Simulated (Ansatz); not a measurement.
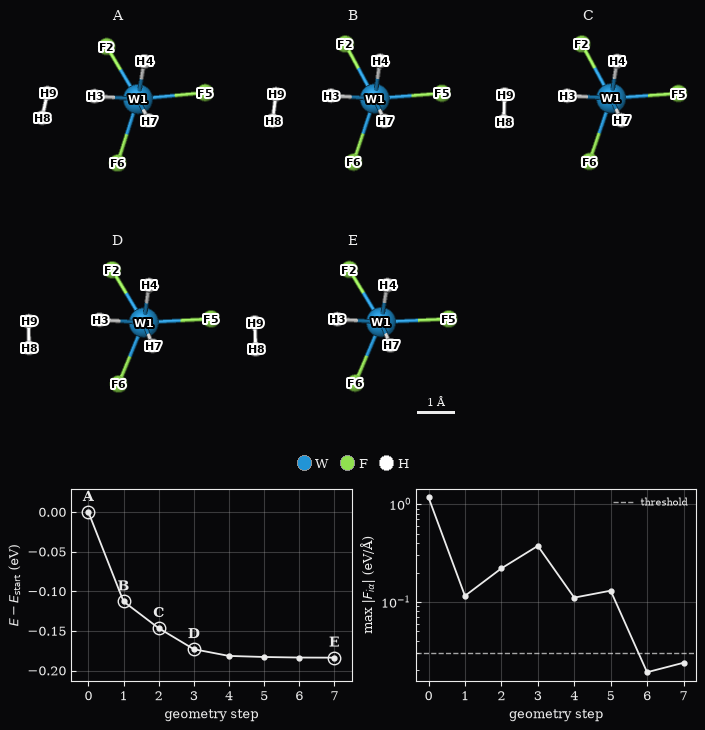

Frames of a relaxation of WH₅F₃, marked on the history of the run. Style: ball-and-stick. Shown at a tilt.

The run prepares an end point of a later path (reaction) calculation, from a guessed geometry.

Method: RHF/def2-SVP (Ansatz). Settings: no spin polarisation; force threshold 0.03 eV/Å; at most 50 steps.

Q: Describe the path.

A: H9 moves most after the best rigid fit: 0.87 Å. By element the largest moves are H 0.87 Å, F 0.29 Å, W 0.26 Å. Among the contacts that change: W1–H9 2.796 → 3.911 Å, W1–H8 2.925 → 3.918 Å, H8–H9 0.711 → 0.747 Å, W1–F2 1.865 → 1.875 Å. Bond angles that change, for instance: F2–W1–F6 121.7° → 115.6°, F2–W1–F5 111.1° → 114.5°, F5–W1–F6 112.0° → 114.5°. Over 7 geometry steps the energy falls by 0.184 eV. Largest force component: 1.2 eV/Å at the start, 0.024 eV/Å at the end. From step 0 to 1: H9 moves most (0.19 Å), energy −0.113 eV. From step 1 to 2: H9 moves most (0.19 Å), energy −0.034 eV. From step 2 to 3: H9 moves most (0.20 Å), energy −0.027 eV. From step 3 to 7: H atoms move most (0.29 Å), energy −0.011 eV.

```
step  E − E(0), eV  largest force component, eV/Å
   0        0.0000                         1.1696
   1       -0.1128                         0.1154
   2       -0.1464                         0.2204
   3       -0.1730                         0.3740
   4       -0.1815                         0.1107
   5       -0.1828                         0.1304
   6       -0.1836                         0.0191
   7       -0.1837                         0.0239
```

Limits of the set-up: Hartree-Fock leaves out electron correlation.
